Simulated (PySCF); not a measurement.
C3HF6, SMILES FC(F)(F)[CH]C(F)(F)F, doublet at its PBE0/def2-SVP optimised geometry (Å):

```
10

F     -2.0069     0.9353     0.0000
C     -1.5220    -0.3096     0.0000
F     -1.9836    -0.9199     1.0918
F     -2.0155    -0.9353    -1.0672
C     -0.0315    -0.3096     0.0000
C      0.7578    -0.3114    -1.2648
F      0.2437     0.5307    -2.1629
F      0.7869    -1.5238    -1.8225
F      2.0155     0.0555    -1.0243
H      0.4937    -0.2642     0.9549
```

Method: unrestricted PBE0/def2-TZVP (PySCF). Cells within 0.4 Å of a nucleus heavier than hydrogen are left out (blank, or x).

Map of the HOMO amplitude (α) (bohr^(-3/2)), clipped to [-0.25, 0.25] on the plane z = 0.0 Å; orbital energy -8.76 eV, overall sign arbitrary:

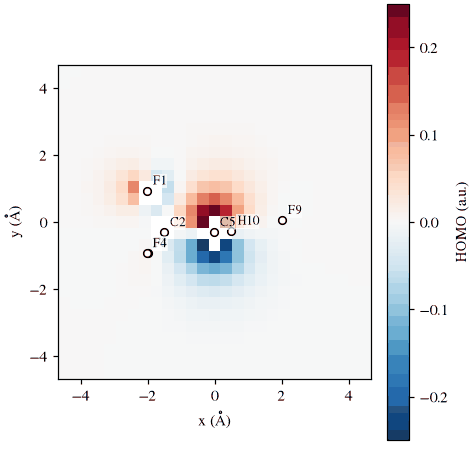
Figure: HOMO amplitude (α) (bohr^(-3/2)), clipped to [-0.25, 0.25] on the plane z = 0.0 Å.
